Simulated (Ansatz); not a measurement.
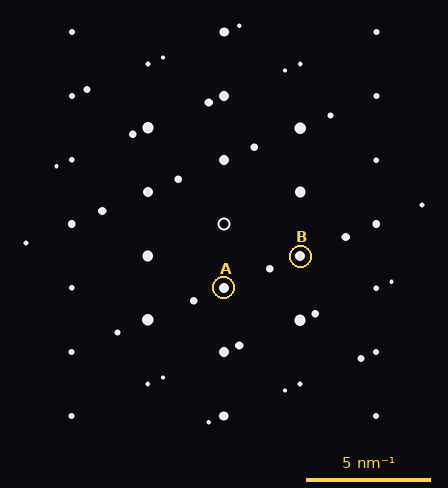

The pattern is a kinematic simulation for 200 kV electrons (no multiple scattering; isotropic B = 0.3 Å²). Two individuals of a reflection twin are superposed (a geometric construction: whether this twin forms is not tested; the second individual is smaller and so fainter). Crystal: Ga, space group Cmce (No. 64), a = 4.578 Å, b = 7.718 Å, c = 4.599 Å, zone axis [101]. Structure: the end point of a relaxation at fixed volume with DFT r2SCAN, scalar-relativistic, plane waves, PAW (Ansatz 0.2.0).

In the first individual spot A is 0 -2 0 and spot B is 1 -1 -1.

> On which plane is the crystal twinned?

(11-1). The spot positions of the combined pattern are mirror-symmetric about the row through 1 1 -1 (d = 2.991 Å), which both individuals share, while a single individual has only symmetry 2mm without that mirror line. Friedel's law adds a mirror line at right angles, along which no low-index reflection lies.

> Which other reflections coincide?

Within the frame only the reflections of the common row coincide.
